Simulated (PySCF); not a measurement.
SMILES [SiH2](CBr)[GeH3], GFN2-xTB optimised geometry. Atoms within 1.6 Å of the plane z = 1.0 Å (x, y, z in Å): Ge1 (1.69, 1.18, 1.74), Si2 (1.04, -0.23, 0.00), C3 (-0.88, -0.23, 0.00), Br4 (-1.46, 1.63, 0.00), H6 (2.97, 0.78, 2.40), H7 (1.91, 2.61, 1.34), H9 (1.46, -1.63, 0.14), H11 (-1.31, -0.69, 0.89).

Calculation: PySCF with B3LYP/def2-TZVP.

Map of the HOMO−1 amplitude (bohr^(-3/2)) on the plane z = 1.0 Å; orbital energy -7.85 eV, overall sign arbitrary:

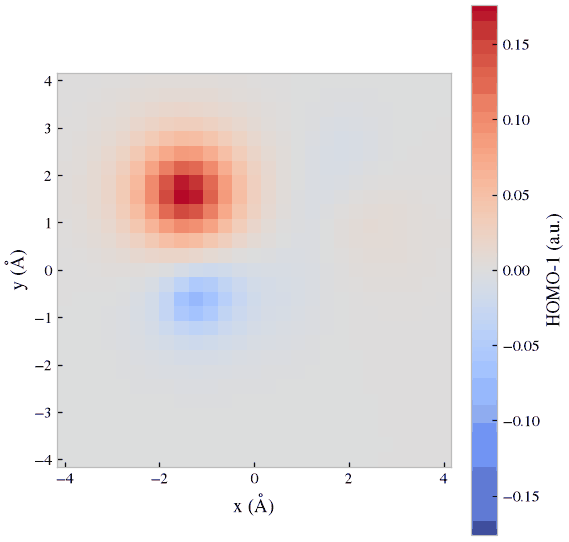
Figure: HOMO−1 amplitude (bohr^(-3/2)) on the plane z = 1.0 Å.
